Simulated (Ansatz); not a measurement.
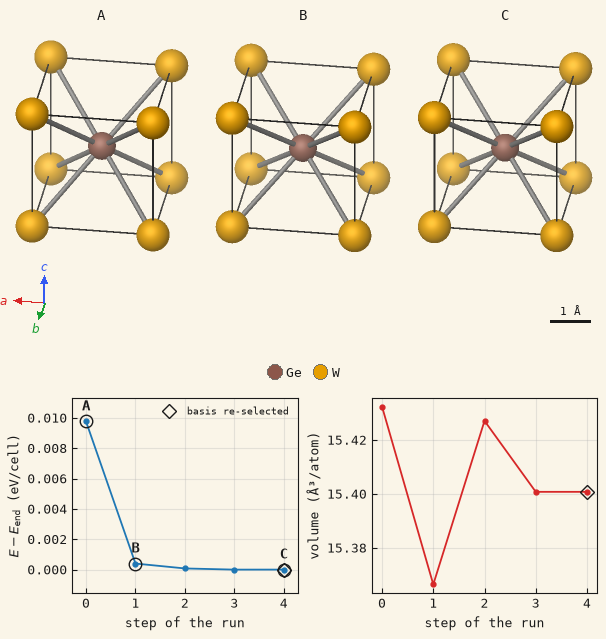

Frames of a relaxation of a crystal of GeW (built on the CuAu (L1_0)_123 type), marked on the history of the run. A ball-and-stick model of the cell of the calculation, seen from a free direction.

Case: CuAu (L1_0) type (P4/mmm, No. 123).

Level of theory: Ansatz, DFT PBE, scalar-relativistic, plane waves, PAW. Set-up: plane-wave cutoff 420 eV; k-point mesh 18 × 18 × 18; occupations gaussian; smearing width 0.1 eV; no spin polarisation; cell and atoms relaxed; force threshold 0.01 eV/Å; at most 80 steps.

Q: Describe the path.

A: The atoms keep their places relative to the cell (all moves are under 0.005 Å). The drawn cell changes as follows: a = b 3.097 → 3.135 Å (+1.2 %), c 3.219 → 3.135 Å (−2.6 %); the volume changes by −0.2 %. Near-neighbour distances that change, for instance: W–W 3.219 → 3.135 Å, W–W 3.097 → 3.135 Å. The space group (tolerance 0.01 Å) goes from P4/mmm (No. 123) to Pm-3m (No. 221). The energy falls by 9.8 meV per cell of the calculation in 3 accepted moves (4 points after the start). All forces vanish by symmetry, so only the cell relaxes. The pressure goes from −0.37 to 0.01 GPa. At 1 point the geometry stayed and the basis and grid were re-selected for the new cell (energy shift of less than 0.05 meV per cell of the calculation at most each time). Cost: 2.5 min on 1 thread of Arm Neoverse N1 (shared host), peak memory 0.56 GiB. From step 0 to 1: volume −0.4 %, energy −9.4 meV per cell of the calculation. From step 1 to 4: volume +0.2 %, energy −0.4 meV per cell of the calculation.

```csv
step,"E − E(0), meV/atom","pressure, GPa","volume, Å³/atom",note
0,0.00,-0.37,15.432,
1,-4.68,0.48,15.366,
2,-4.84,-0.34,15.427,
3,-4.88,0.01,15.401,
4,-4.88,0.01,15.401,"same geometry, new basis"
```
